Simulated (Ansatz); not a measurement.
# Calculations on GeSiH5Cl3

Part 1: Relaxation

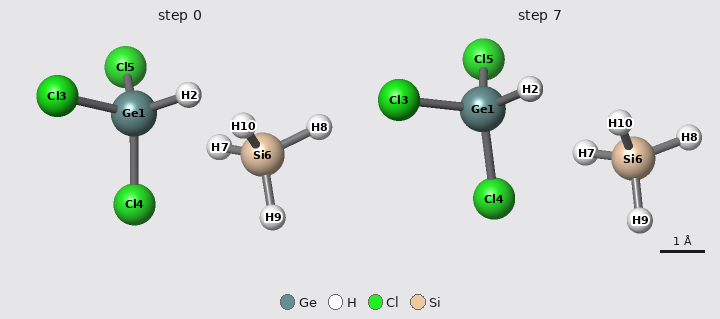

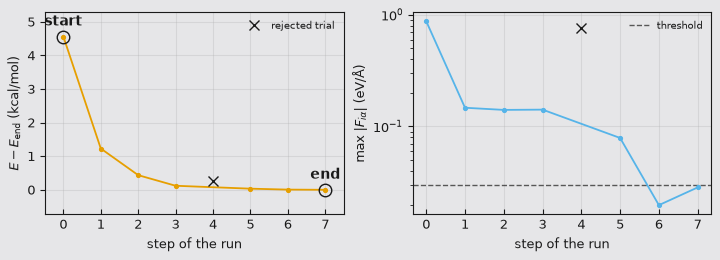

First and last geometry of a relaxation of GeSiH5Cl3, with the history of the run. The picture is a ball-and-stick view, seen at a tilt.

The run prepares an end point of a later path (reaction) calculation, from a guessed geometry.

All numbers below come from RKS PBE0-D4/def2-SVP (Ansatz).

Input file:
```yaml
crystal:
  periodic: [false, false, false]
  atoms:
    - { symbol: Ge, position_ang: [0.375335, -0.067683, -0.125451] }
    - { symbol: H, position_ang: [0.43776, 0.012123, 1.407377] }
    - { symbol: Cl, position_ang: [2.34405, 0.077326, -0.968244] }
    - { symbol: Cl, position_ang: [-0.778432, 1.536944, -0.94375] }
    - { symbol: Cl, position_ang: [-0.46414, -1.921494, -0.774857] }
    - { symbol: Si, position_ang: [-2.831111, 0.074118, 1.341363] }
    - { symbol: H, position_ang: [-3.044562, -0.677397, 0.068355] }
    - { symbol: H, position_ang: [-3.568046, -0.60284, 2.462434] }
    - { symbol: H, position_ang: [-3.326631, 1.475668, 1.215598] }
    - { symbol: H, position_ang: [-1.406722, 0.093235, 1.720674] }
basis:
  gaussian: { orbitals: def2-SVP }
hamiltonian:
  xc: pbe0
  dispersion: d4
relax:
  f_tol: 0.03
  max_steps: 50
```

Command:
```bash
ansatz run input.yaml --threads 4 --pin off --max-ram 5120MiB --backend cpu --events-out ev --progress --plain --runs-dir out
```

Read the history and describe the run.

It converged. Over 6 accepted moves (7 points after the start) the energy falls by 4.56 kcal/mol. Largest force component: 0.87 eV/Å at the start, 0.028 eV/Å at the end. The line search rejected the trial step at point 4 of the run. The largest move after the best rigid fit is that of H2, 0.59 Å. Largest moves by element: H 0.59 Å, Cl 0.44 Å, Ge 0.34 Å, Si 0.32 Å. Some distances before and after: Ge1–Si6 3.529 → 4.181 Å, Si6–H10 1.474 → 1.496 Å, Ge1–H2 1.536 → 1.525 Å, Ge1–Cl3 2.146 → 2.138 Å.

| step | E − E(0), kcal/mol | largest force component, eV/Å | note |
| --- | --- | --- | --- |
| 0 | 0.00 | 0.8746 |  |
| 1 | -3.33 | 0.1471 |  |
| 2 | -4.13 | 0.1407 |  |
| 3 | -4.44 | 0.1414 |  |
| 4 | -4.29 | 0.7662 | rejected |
| 5 | -4.53 | 0.0789 |  |
| 6 | -4.56 | 0.0198 |  |
| 7 | -4.56 | 0.0285 |  |

Part 2: Relaxation

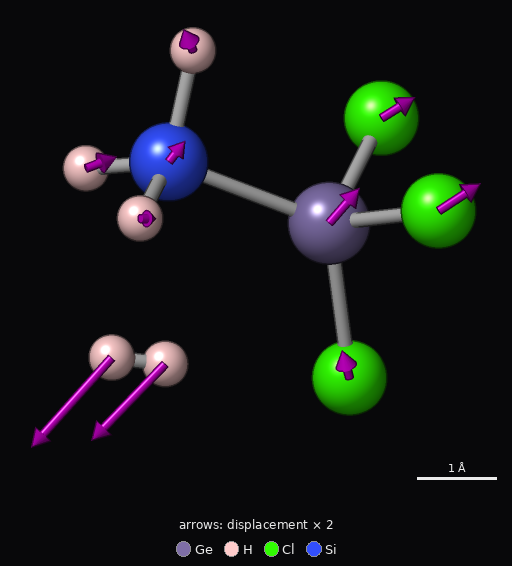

A relaxation of GeSiH₅Cl₃. The starting structure is drawn; purple arrows show the displacements, magnified 2 times. The two geometries are superimposed by the best rigid fit.

A ball-and-stick model, seen at a tilt.

The run prepares an end point of a later path (reaction) calculation, from a guessed geometry.

The calculation used Ansatz, RKS PBE0-D4/def2-SVP.

The input:
```yaml
crystal:
  periodic: [false, false, false]
  atoms:
    - { symbol: Ge, position_ang: [-0.593168, -0.111602, -0.505302] }
    - { symbol: H, position_ang: [-0.091628, 0.342563, 2.171565] }
    - { symbol: Cl, position_ang: [1.433198, 0.039108, 0.208141] }
    - { symbol: Cl, position_ang: [-0.84281, 1.49734, -1.919769] }
    - { symbol: Cl, position_ang: [-0.665675, -1.960376, -1.61318] }
    - { symbol: Si, position_ang: [-2.441942, -0.055178, 0.913831] }
    - { symbol: H, position_ang: [-3.561963, -0.336233, -0.026007] }
    - { symbol: H, position_ang: [-2.366976, -1.114445, 1.954006] }
    - { symbol: H, position_ang: [-2.587949, 1.308035, 1.491243] }
    - { symbol: H, position_ang: [-0.543588, 0.390788, 2.728972] }
basis:
  gaussian: { orbitals: def2-SVP }
hamiltonian:
  xc: pbe0
  dispersion: d4
relax:
  f_tol: 0.03
  max_steps: 50
```

Run as
```bash
ansatz run input.yaml --threads 4 --pin off --max-ram 5120MiB --backend cpu --events-out ev --progress --plain --runs-dir out
```

**Which element moves most?**

Hydrogen: up to 0.78 Å, against 0.33 Å for chlorine.

**What happened in the run?**

H10 moves most after the best rigid fit: 0.78 Å. Largest moves by element: H 0.78 Å, Cl 0.33 Å, Ge 0.30 Å, Si 0.17 Å. Near-neighbour distances that change, for instance: Ge1–Si6 2.331 → 2.380 Å, H2–H10 0.719 → 0.762 Å, Ge1–Cl4 2.157 → 2.152 Å. Among the angles between lasting bonds that change: Cl3–Ge1–Si6 122.9° → 112.9°, Cl4–Ge1–Si6 106.8° → 111.3°, Ge1–Si6–H7 102.0° → 106.4°. The energy falls by 4.87 kcal/mol in 6 geometry steps. The largest force component goes from 1.5 to 0.016 eV/Å. The run took 19 s on 4 threads of Arm Neoverse V2 (shared host), peak memory 0.38 GiB.

Limits of the set-up: the start holds two separate molecules, 2.5 Å apart at their closest, whose relative position is a soft coordinate.

Part 3: Path

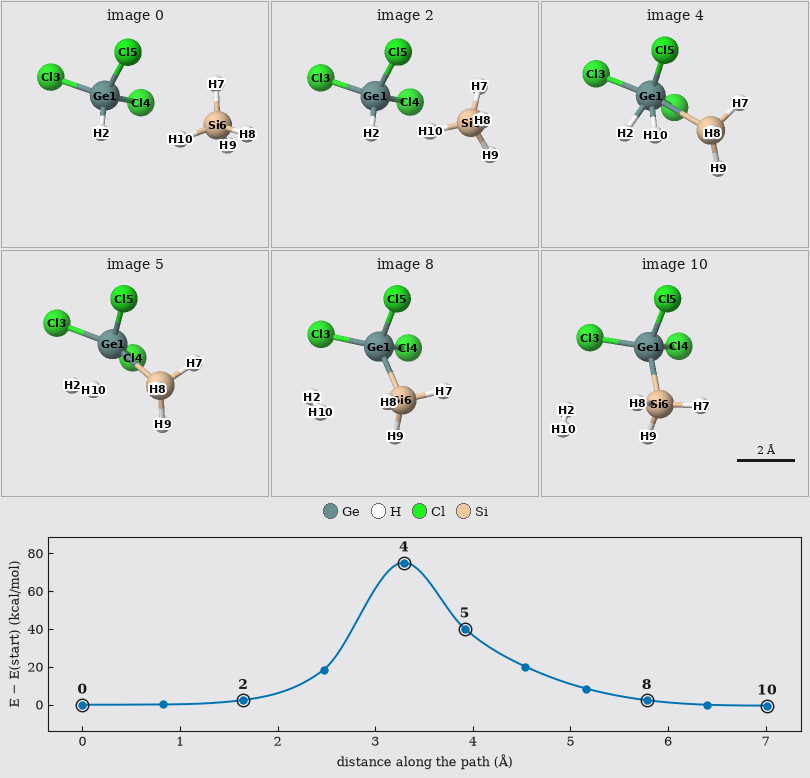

NEB run on GeSiH5Cl3, made up at the start of GeHCl3 and SiH4. Images are numbered from 0 (start) to 10 (end). A ball-and-stick model, seen from a free direction.

Method: RKS PBE0-D4/def2-SVP (Ansatz 0.2.0). Settings: 9 movable images; climbing image; force threshold 0.05 eV/Å; iteration limit 60; starting path through a guess of the saddle point.

### Read off the barrier and say what moves.

Breaking: Ge1–H2 (1.53 → 1.78 at the top → 3.74 Å), Si6–H10 (1.50 → 1.98 at the top → 3.54 Å). Forming: Ge1–Si6 (4.18 → 2.64 at the top → 2.38 Å), H2–H10 (2.84 → 1.09 at the top → 0.76 Å). Forward barrier 75.2 kcal/mol, backward barrier 75.7 kcal/mol, with image 4 at the top; the reaction energy is −0.5 kcal/mol. The band converged in 20 iterations, with a climbing image at the top. At the top, the vibrational analysis gives one imaginary mode (1626i cm⁻¹), as a transition state must have.

Limits of the set-up: the start holds two separate molecules, 2.8 Å apart at their closest, whose relative position is a soft coordinate.

The run took 7.5 min on 4 threads of Arm Neoverse V2 (shared host), peak memory 0.41 GiB.
